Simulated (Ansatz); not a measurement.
C (2 atoms in the cell), run with Ansatz.

```
crystal:
  lattice:
    - [0.0, 1.7784442586, 1.7784442586]
    - [1.7784442586, 0.0, 1.7784442586]
    - [1.7784442586, 1.7784442586, 0.0]
  atoms:
    - { symbol: C, position: [0.5, 0.5, 0.5] }
    - { symbol: C, position: [0.75, 0.75, 0.75] }
basis:
  ecutwfc: 420
kpoints:
  mp_grid: { grid: [1, 1, 1] }
hamiltonian:
  xc: pbe
  dispersion: d3bj
scf:
  occupations: { method: gaussian, width: 0.02 }
  max_iter: 50
output:
  forces: true
  eigenvalues: true
  stress: true
```

Launched with:
```bash
ansatz run input.yaml --threads 4 --pin off --max-ram 10240MiB --backend cpu --events-out ev --progress --plain --runs-dir out
```

> How does the iteration go?

It converged, after 6 iterations. The residual falls at every step. The input holds a fault (one k-point for a small cell). The SCF closed all the same, which doesn't make the results meaningful for the real system.

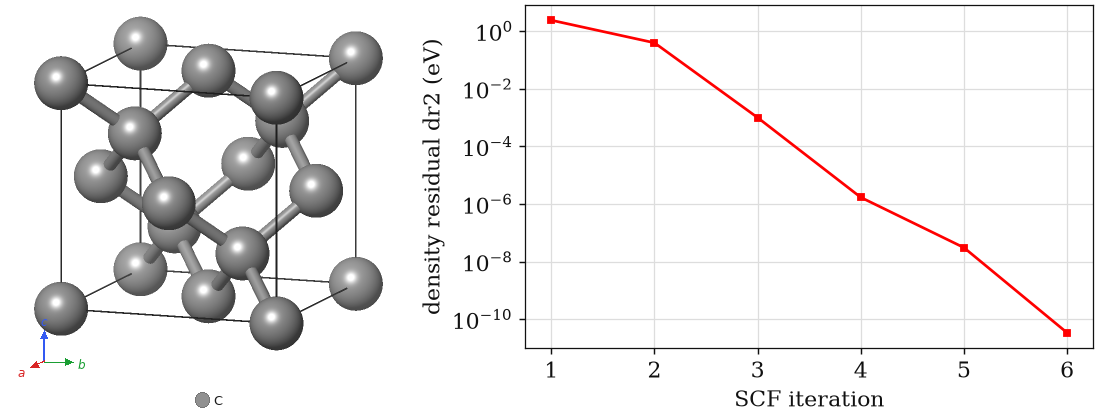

Beside the plot: the structure in its conventional cell.

SCF iterations of a calculation: density residual dr2. The starting density is a sum of atomic densities corrected by a trained network.
